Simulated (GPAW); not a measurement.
# S/Hf(0001): simulated STM images, part 2 of 2

Wanted: filled- and empty-state images of S/Hf(0001), with its work function.

GPAW 26.7.0; GPAW, PAW setups; slab in vacuum, relaxation (the session's first sound run).

So far, upper work function (eV): step 2 (relaxation) 5.84.

**3. Plane waves, PBE (continued)**

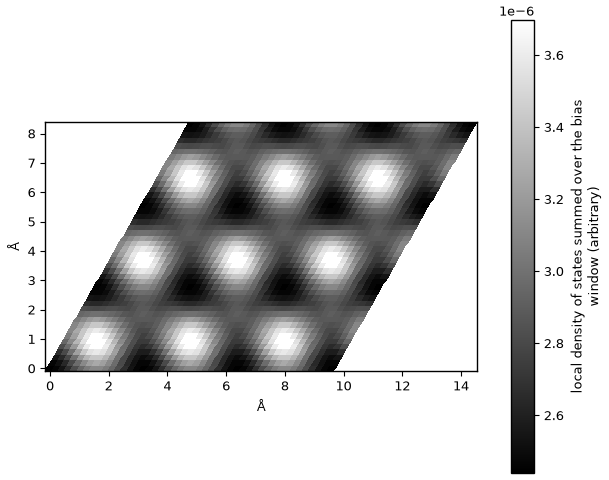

Local density of states summed over the bias window over a1 and a2. Sample bias -1.5 V, constant height 4.0 Å over the top atom. The cell is repeated, with its origin at the lower left corner.

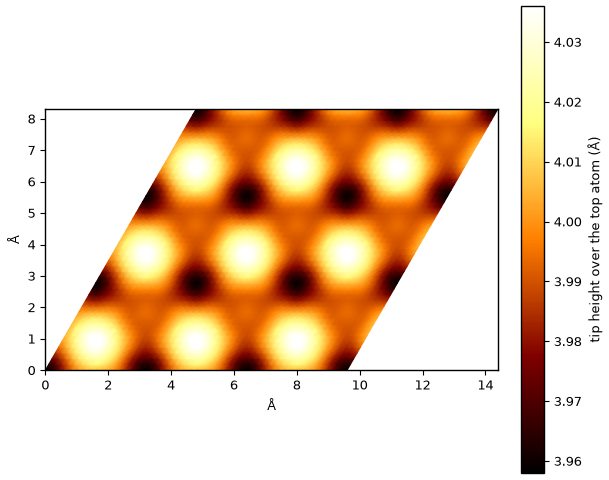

Tip height over the top atom over a1 and a2. Sample bias 2 V, constant current at the mean current 4.0 Å over the top atom. The cell is repeated, with its origin at the lower left corner.

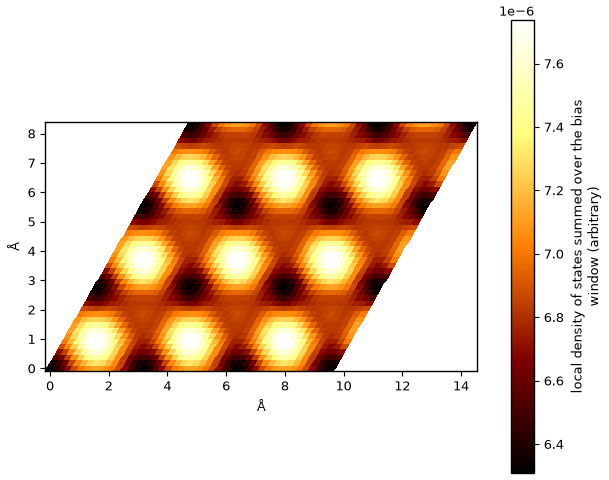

Local density of states summed over the bias window over a1 and a2. Sample bias 2 V, constant height 4.0 Å over the top atom. The cell is repeated, with its origin at the lower left corner.

Force by atom:

```csv
atom,x (eV/Å),y (eV/Å),z (eV/Å),size
Hf1,0.000,0.000,0.619,0.619
Hf2,0.000,0.000,-0.621,0.621
Hf3,0.000,0.000,0.000,0.000
Hf4,0.000,0.000,0.002,0.002
S5,0.000,0.000,-0.001,0.001
```

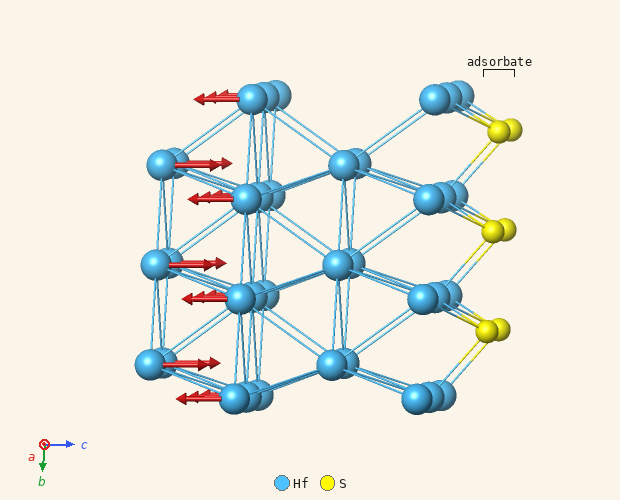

Force as arrows, the longest 0.621 eV/Å. 2×3×1 cells are drawn. Some periodic images of atoms are drawn too.

The potential is flat to 2.9e-4 eV/Å where it is read, so the vacuum is wide enough.

**4. A changed run**

One more run, with changed settings.

File run.py:

```python
import json
import numpy as np
from ase import Atoms
from gpaw import GPAW, PW

slab = Atoms(
    ['Hf', 'Hf', 'Hf', 'Hf', 'S'],
    positions=[
        [3.20000, 1.84752, 8.00000],
        [0.00000, 0.00000, 10.53120],
        [3.20000, 1.84752, 13.11884],
        [-0.00000, -0.00000, 15.68174],
        [1.60000, 0.92376, 17.32029]],
    cell=[[3.2, 0.0, 0.0], [1.6, 2.77128, 0.0], [0.0, 0.0, 25.88058]],
    pbc=[True, True, False])

slab.calc = GPAW(mode=PW(400), xc='PBE', kpts={'size': (11, 11, 1), 'gamma': True},
                 occupations={'name': 'fermi-dirac', 'width': 0.1}, nbands='160%',
                 convergence={'density': 1e-05}, maxiter=100,
                 poissonsolver={'dipolelayer': 'xy'},
                 symmetry={'tolerance': 1e-3}, txt='slab.txt')
result = {}
energy = slab.get_potential_energy()
fermi = slab.calc.get_fermi_level()
v = slab.calc.get_electrostatic_potential().mean((0, 1)) - fermi
n = slab.calc.get_pseudo_density().mean((0, 1))
L = slab.cell[2, 2]
z = np.arange(len(v)) * L / len(v)
low, high = slab.positions[:, 2].min(), slab.positions[:, 2].max()
below, above = np.interp([low - 1.0, high + 1.0], z, v)
slopes = [np.interp(x, z, np.gradient(v, z)) for x in (low - 1.0, high + 1.0)]
eps = np.array([[slab.calc.get_eigenvalues(k, s) for k in range(len(slab.calc.get_ibz_k_points()))]
                for s in range(slab.calc.get_number_of_spins())]) - fermi
top, bottom = eps[eps < 0].max(), eps[eps > 0].min()
dipole = slab.get_dipole_moment()[2]
print(f'energy {energy:.4f} eV, Fermi level {fermi:.4f} eV, dipole {dipole:.5f} e A')
print(f'potential 1.0 A off the faces, from the Fermi level: lower {below:.4f} eV, upper {above:.4f} eV')
print(f'slope of the potential there: lower {slopes[0]:.5f}, upper {slopes[1]:.5f} eV/A')
print(f'nearest levels on the mesh: {top:.4f} and {bottom:.4f} eV')
print('magnetic moment', round(slab.get_magnetic_moment(), 3))
result.update(energy=energy, fermi=fermi, dipole=dipole, below=below, above=above, slopes=slopes, edges=[top, bottom],
              z=z.tolist(), v=v.tolist(), n=n.tolist(), positions=slab.positions.tolist(),
              forces=slab.get_forces(apply_constraint=False).tolist(), moments=slab.get_magnetic_moments().tolist())
json.dump(result, open('result.json', 'w'))
```

On the command line:

```
> OMP_NUM_THREADS=1 OPENBLAS_NUM_THREADS=1 python run.py
```

Log:

```text
energy -34.6483 eV, Fermi level 1.5744 eV, dipole -0.07205 e A
potential 1.0 A off the faces, from the Fermi level: lower -1.8977 eV, upper 3.7831 eV
slope of the potential there: lower -12.63582, upper 6.72153 eV/A
nearest levels on the mesh: -0.0147 and 0.0023 eV
magnetic moment 0.0
```

Wall time 100 s (1 thread of Arm Neoverse V1, shared host); peak memory 0.23 GiB.

The run finished. A setting was moved off its sound value on purpose, so it serves as a test and not as the result.

The fault put into the input: the potential probed 1 A off the face (probe = 1.0).

**5. Results**

```
work function, upper and lower face : 5.841 and 4.379 eV
dipole along the normal             : -0.0720 e Å
corrugation at -1.5 V               : 0.156 Å
corrugation at 2 V                  : 0.0815 Å
```

**Reading.** The corrugation at constant current is largest at -1.5 V, where the tip height varies by 0.16 Å over the cell. Negative sample bias images filled states, positive bias empty ones. The two faces differ by 1.5 eV, the step that the slab's dipole makes (e p/(ε0 A) gives 1.5 eV), so the dipole layer is needed. The images are of Tersoff-Hamann type: an s-wave tip, no tip-sample forces, heights closer than in a microscope. The cell of 8.87 Å² holds one S, started on one chosen site; other sites and coverages weren't tried. The in-plane lattice was kept as typed, which isn't the functional's own and leaves some strain; spin-orbit coupling and temperature are left out.

[Logs are printed without paths, hosts, clocks, repeated set-up lines and the standing remarks that a program may print on its own settings, such as how far it seeks lower states.]

[Hosts, paths, dates, database ids (printed as entryN), source tags and the programs' standing remarks are cut or masked in the printed files.]
